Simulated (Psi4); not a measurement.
# HNO3 (peroxynitrous acid): a chain of runs

Aim: a structure relaxation (B97-3c/def2-mTZVP), then the harmonic vibrations, then a single-point energy (SCS-MP2/aug-cc-pVDZ) of HNO3 (peroxynitrous acid). 

The results are computed with Psi4 1.11.

### 1 The system as given

The species is HNO3 (5 atoms), meant as a singlet with charge 0. As SMILES, `O=NOO`. All atoms were displaced at random from a relaxed shape. The run starts from this shape.

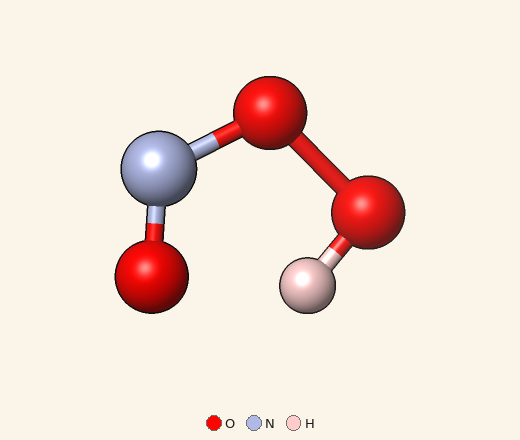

The structure, seen from a chosen angle (oxygen red, nitrogen light blue, hydrogen pink).

### 2 A geometry optimisation at B97-3c/def2-mTZVP (density fitting) (run 1)

File job.inp:

```
memory 1.6 GB

molecule {
  0 1
  O      0.160749    -0.863952     0.904232
  N     -0.822694    -0.636300     0.383579
  O     -0.863857     0.283098    -0.584630
  O      0.491800     0.872745    -0.749588
  H      0.921013     0.293656    -0.048198
}

set reference rks
set geom_maxiter 60

result = opt("b97-3c")
```

Launch:

```console
$ psi4 -n 1 job.inp job.out
```

job.out:

```text
[...]
  Running in c1 symmetry.
[...]
  Nuclear repulsion =  124.568993155625478
[...]
  Multiplicity = 1
[...]
  Nalpha       = 16
  Nbeta        = 16
[...]
    Number of basis functions: 94
[...]
   @DF-RKS iter   1:  -280.58711854665603   -7.69498e-02   7.03642e-03 ADIIS/DIIS
[...]
   @DF-RKS iter   8:  -280.74374272033930   -2.04636e-12   6.03092e-09 DIIS
[...]
    Orbital Energies [Eh]
    ---------------------
    Doubly Occupied:
       1A    -18.897315     2A    -18.849856     3A    -18.847295
       4A    -14.180809     5A     -1.176258     6A     -1.073143
       7A     -0.894959     8A     -0.650342     9A     -0.559403
      10A     -0.487939    11A     -0.486013    12A     -0.401209
      13A     -0.395698    14A     -0.388152    15A     -0.281748
      16A     -0.269749
[...]
  @DF-RKS Final Energy:  -280.74374272033930
   => Energetics <=
    Nuclear Repulsion Energy =            121.5551684009226960
    One-Electron Energy =                -625.8141568970517028
    Two-Electron Energy =                 256.1440869057680629
    DFT Exchange-Correlation Energy =     -32.6120313060062301
    Empirical Dispersion Energy =          -0.0168098239721001
    VV10 Nonlocal Energy =                  0.0000000000000000
    Total Energy =                       -280.7437427203392986
[...]
 Multipole Moments:
 ------------------------------------------------------------------------------------
     Multipole            Electronic (a.u.)      Nuclear  (a.u.)        Total (a.u.)
 ------------------------------------------------------------------------------------
 L = 1.  Multiply by 2.5417464519 to convert [e a0] to [Debye]
 Dipole X            :         -0.8338275            1.1556258            0.3217983
 Dipole Y            :         -0.4997199            0.4293852           -0.0703347
 Dipole Z            :          0.2442804           -0.0735044            0.1707760
 Magnitude           :                                                    0.3710331
[...]
  -Total Gradient:
     Atom            X                  Y                   Z
    ------   -----------------  -----------------  -----------------
       1        0.000085437903    -0.000053195627     0.000117491120
       2       -0.000091420760    -0.000012494139    -0.000071178030
       3       -0.000079378548     0.000024750274    -0.000004952581
       4        0.000072851264     0.000034866512    -0.000028956485
       5        0.000005568163    -0.000006757512    -0.000001511454
[...]
    Final optimized geometry and variables:
    Molecular point group: c1
    Full point group: C1
    Geometry (in Angstrom), charge = 0, multiplicity = 1:
    O            0.376367233454    -0.837564276191     0.961280815328
    N           -0.656975100713    -0.614817894766     0.414932572057
    O           -0.587891190092     0.387657722903    -0.573426173233
    O            0.709303424700     0.959586245814    -0.746372234463
    H            1.228120778651     0.453508595008    -0.075284133057
    Psi4 run time: 0:01:13.97
[...]
```

The script printed:

```text
Optimizer: Optimization complete!
```

Wall time 76 s (1 thread of Intel Xeon Platinum 8259CL at 2.50GHz (Skylake/Cascade Lake), shared host); peak memory 0.55 GiB.

Step by step:

| step | energy from the first frame kept (eV) | largest force (eV/Å) |
| --- | --- | --- |
| 0 | 0.0000 | 6.8331 |
| 1 | -0.2306 | 2.2106 |
| 2 | 0.0573 | 2.8631 |
| 3 | -0.1939 | 2.4069 |
| 4 | -0.3117 | 0.7722 |
| 5 | -0.3046 | 0.6439 |
| 6 | -0.3221 | 0.4080 |
| 7 | -0.3242 | 0.2157 |
| 8 | -0.3254 | 0.1242 |
| 9 | -0.3260 | 0.0400 |
| 10 | -0.3260 | 0.0218 |
| 11 | -0.3261 | 0.0112 |
| 12 | -0.3261 | 0.0080 |

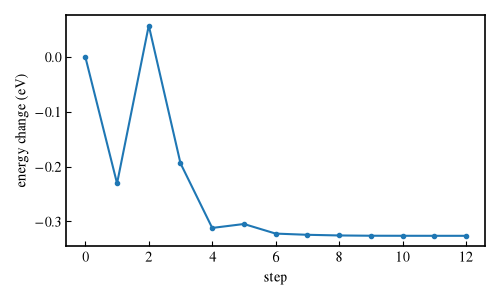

Energy along the run.

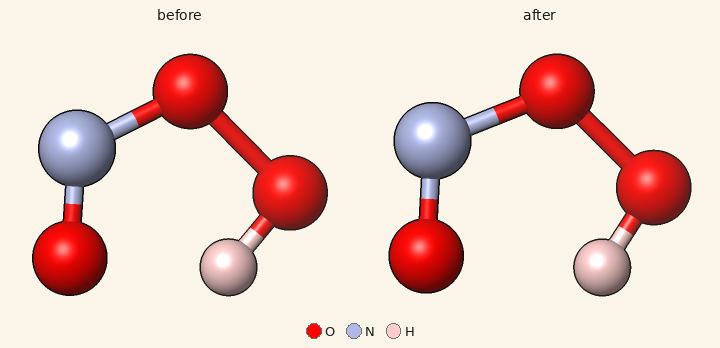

Before and after, at one scale.

After the run. Bond lengths: O1–N2 1.190 Å, N2–O3 1.409 Å, O3–O4 1.428 Å, O4–H5 0.988 Å. Angles: O1–N2–O3 114.4°, N2–O3–O4 114.5°, O3–O4–H5 100.9°.

### 3 The harmonic vibrations at B97-3c/def2-mTZVP (density fitting) (run 2)

File input.in:

```
memory 1600 MB

molecule mol {
  0 1
  O
  N 1 1.189919
  O 2 1.409462 1 114.3648
  O 3 1.428189 2 114.47258 1 0.02899
  H 4 0.987749 3 100.93102 2 -0.00184
  symmetry c1
}

set t 400.0
set rotational_symmetry_number 1

e_tot, wfn = freq('b97-3c', return_wfn=True)
print_variables()
```

Launch:

```console
$ psi4 input.in input.out -n 1
```

input.out, cut to the lines that bear on the results:

```text
[...]
  Running in c1 symmetry.
[...]
  Nuclear repulsion =  121.555206184787039
[...]
  Multiplicity = 1
[...]
  Nalpha       = 16
  Nbeta        = 16
[...]
    Number of basis functions: 94
[...]
   @DF-RKS iter   1:  -280.60458782029491   -2.61736e-01   6.90577e-03 ADIIS/DIIS
[...]
   @DF-RKS iter  13:  -280.74373821305477   -7.95808e-13   1.16580e-09 DIIS
[...]
  @DF-RKS Final Energy:  -280.74373821305477
   => Energetics <=
    Nuclear Repulsion Energy =            121.5426518189228347
    One-Electron Energy =                -625.7925483630192502
    Two-Electron Energy =                 256.1339398276337533
    DFT Exchange-Correlation Energy =     -32.6109975962893301
    Empirical Dispersion Energy =          -0.0167839003027294
    VV10 Nonlocal Energy =                  0.0000000000000000
    Total Energy =                       -280.7437382130547689
[...]
 Multipole Moments:
 ------------------------------------------------------------------------------------
     Multipole            Electronic (a.u.)      Nuclear  (a.u.)        Total (a.u.)
 ------------------------------------------------------------------------------------
[...]
  -Total Gradient:
     Atom            X                  Y                   Z
    ------   -----------------  -----------------  -----------------
       1       -0.000025686578     0.000090727876    -0.000099265355
       2        0.000038070798    -0.000019950506     0.000090992295
       3       -0.000030876235     0.000030706613     0.000259313958
       4        0.000010895615    -0.000790222340     0.001497139642
       5        0.000007506116     0.000707427867    -0.001750682594
[...]
  ==> Harmonic Vibrational Analysis <==
[...]
  Freq [cm^-1]                 328.6078            413.0376            505.1254
[...]
  IR activ [km/mol]             5.0358             54.5589             66.5788
[...]
  Freq [cm^-1]                 519.4448            819.8263            932.7255
[...]
  IR activ [km/mol]            32.8318             64.3062             15.9699
[...]
  Freq [cm^-1]                1431.0068           1624.3183           3387.2729
[...]
  IR activ [km/mol]            70.9434             196.2431            18.7394
[...]
  Total E_0, Enthalpy at 0 [K]                                                         -280.72104906 [Eh]
[...]
  Total H, Enthalpy at  400.00 [K]                                                     -280.71347056 [Eh]
[...]
```

Standard output:

```text
Warning: used thermodynamics relations inappropriate for low-frequency modes: ['328.6078' '413.0376' '505.1254' '519.4448']
```

It took 2.7 min on 1 thread of Intel Xeon Platinum 8259CL at 2.50GHz (Skylake/Cascade Lake), shared host; peak memory 0.53 GiB.

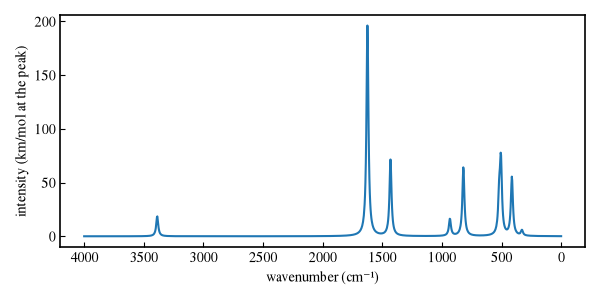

Harmonic infrared spectrum, unscaled, lines broadened by 10 cm⁻¹.

### 4 A single-point energy at SCS-MP2/aug-cc-pVDZ (density fitting) (run 3)

File hno3.xyz:

```xyz
5
HNO3
O      0.154576    -0.900194     0.936598
N     -0.878766    -0.677448     0.390250
O     -0.809682     0.325028    -0.598109
O      0.487512     0.896956    -0.771055
H      1.006330     0.390878    -0.099966
```

File calc.py:

```python
import psi4

psi4.set_memory(1600000000)
psi4.set_num_threads(1)
psi4.core.set_output_file('psi4.out', False)

with open('hno3.xyz') as f:
    atoms = ''.join(f.readlines()[2:])
geom = psi4.geometry('0 1\n' + atoms + '')

psi4.set_options({
    'freeze_core': 'true',
})

E = psi4.energy("scs-mp2/aug-cc-pVDZ")
print(f'total energy {E:.8f} hartree = {E * 27.211386:.5f} eV')
for k, v in sorted(psi4.core.scalar_variables().items()):
    print(f'{k:45s} {v:18.10f}')
```

Launch:

```console
$ python calc.py
```

psi4.out:

```text
[...]
  Running in c1 symmetry.
[...]
  Nuclear repulsion =  121.555185708025775
[...]
  Multiplicity = 1
[...]
  Nalpha       = 16
  Nbeta        = 16
[...]
    Number of basis functions: 101
[...]
   @RHF iter   1:  -279.31999074283709   -9.28379e-01   4.96299e-03 ADIIS/DIIS
[...]
   @RHF iter  15:  -279.43894550266208   -9.09495e-13   5.67715e-09 DIIS
[...]
    Orbital Energies [Eh]
    ---------------------
    Doubly Occupied:
       1A    -20.719823     2A    -20.704190     3A    -20.676852
       4A    -15.838589     5A     -1.645882     6A     -1.510836
       7A     -1.288267     8A     -0.964966     9A     -0.832616
      10A     -0.758549    11A     -0.733885    12A     -0.641009
      13A     -0.622435    14A     -0.619135    15A     -0.502749
      16A     -0.493841
[...]
  @RHF Final Energy:  -279.43894550266208
   => Energetics <=
    Nuclear Repulsion Energy =            121.5551857080257747
    One-Electron Energy =                -624.8810165710464162
    Two-Electron Energy =                 223.8868853603585478
    Total Energy =                       -279.4389455026621363
[...]
 Multipole Moments:
 ------------------------------------------------------------------------------------
     Multipole            Electronic (a.u.)      Nuclear  (a.u.)        Total (a.u.)
 ------------------------------------------------------------------------------------
 L = 1.  Multiply by 2.5417464519 to convert [e a0] to [Debye]
 Dipole X            :         -0.8575671            1.1556261            0.2980589
 Dipole Y            :         -0.6644076            0.4293846           -0.2350230
 Dipole Z            :          0.4027635           -0.0735036            0.3292599
 Magnitude           :                                                    0.5024808
[...]
	SCS-MP2 Total Energy (a.u.)        :  -280.19625438766656
	SOS-MP2 Total Energy (a.u.)        :  -280.12438230985248
	SCSN-MP2 Total Energy (a.u.)       :  -279.81843007352023
[...]
	SOS-PI-MP2 Total Energy (a.u.)     :  -280.23862177771758
[...]
	MP2 Total Energy (a.u.)            :  -280.22575907542955
[...]
```

Standard output:

```text
total energy -280.19625439 hartree = -7624.52843 eV
CURRENT CORRELATION ENERGY                         -0.7573088850
CURRENT ENERGY                                   -280.1962543877
CURRENT REFERENCE ENERGY                         -279.4389455027
DD SOLVATION ENERGY                                 0.0000000000
HF KINETIC ENERGY                                 278.8075546858
HF POTENTIAL ENERGY                              -558.2465001885
HF TOTAL ENERGY                                  -279.4389455027
HF VIRIAL RATIO                                     2.0022646116
MP2 CORRELATION ENERGY                             -0.7868135728
MP2 DOUBLES ENERGY                                 -0.7868135728
MP2 OPPOSITE-SPIN CORRELATION ENERGY               -0.5711973393
MP2 SAME-SPIN CORRELATION ENERGY                   -0.2156162334
MP2 SINGLES ENERGY                                  0.0000000000
MP2 TOTAL ENERGY                                 -280.2257590754
NUCLEAR REPULSION ENERGY                          121.5551857080
ONE-ELECTRON ENERGY                              -624.8810165710
PCM POLARIZATION ENERGY                             0.0000000000
PE ENERGY                                           0.0000000000
SCF ITERATION ENERGY                             -279.4389455027
SCF ITERATIONS                                     15.0000000000
SCF TOTAL ENERGY                                 -279.4389455027
SCS(N)-MP2 CORRELATION ENERGY                      -0.3794845709
SCS(N)-MP2 TOTAL ENERGY                          -279.8184300735
SCS-MP2 CORRELATION ENERGY                         -0.7573088850
SCS-MP2 TOTAL ENERGY                             -280.1962543877
SCS-MP2-VDW CORRELATION ENERGY                     -0.8389407111
SCS-MP2-VDW TOTAL ENERGY                         -280.2778862137
SOS-MP2 CORRELATION ENERGY                         -0.6854368072
SOS-MP2 TOTAL ENERGY                             -280.1243823099
SOS-PI-MP2 CORRELATION ENERGY                      -0.7996762751
SOS-PI-MP2 TOTAL ENERGY                          -280.2386217777
TWO-ELECTRON ENERGY                               223.8868853604
```

It took 11 s on 1 thread of Intel Xeon Platinum 8259CL at 2.50GHz (Skylake/Cascade Lake), shared host; peak memory 0.62 GiB.

### 5 Results

```
                                                                        quantity             value
                               run 1, B97-3c/def2-mTZVP: total energy at the end     -280.74374 Eh
                                         run 1, B97-3c/def2-mTZVP: dipole moment            0.94 D
                                           run 1, B97-3c/def2-mTZVP: HOMO energy          -7.34 eV
                                           run 1, B97-3c/def2-mTZVP: LUMO energy          -3.85 eV
                                         run 1, B97-3c/def2-mTZVP: HOMO–LUMO gap           3.49 eV
                            run 2, B97-3c/def2-mTZVP: lowest harmonic wavenumber          329 cm⁻¹
                           run 2, B97-3c/def2-mTZVP: highest harmonic wavenumber         3387 cm⁻¹
                                     run 2, B97-3c/def2-mTZVP: zero-point energy       59.6 kJ/mol
run 2, B97-3c/def2-mTZVP: ideal-gas entropy at 400 K (symmetry number 1 as used)  70.1 cal/(mol K)
                                        run 3, SCS-MP2/aug-cc-pVDZ: total energy     -280.19625 Eh
                 run 3, SCS-MP2/aug-cc-pVDZ: HOMO energy (Hartree–Fock orbitals)         -13.44 eV
                 run 3, SCS-MP2/aug-cc-pVDZ: LUMO energy (Hartree–Fock orbitals)           1.17 eV
               run 3, SCS-MP2/aug-cc-pVDZ: HOMO–LUMO gap (Hartree–Fock orbitals)          14.60 eV
         run 3, SCS-MP2/aug-cc-pVDZ: correlation energy (4 core orbitals frozen)        -757.3 mEh
```

What this shows: The optimisation (run 1, B97-3c/def2-mTZVP) took 13 steps and changed the energy by -0.326 eV. All 9 modes (run 2, B97-3c/def2-mTZVP) are real, so the shape is a minimum at this level.
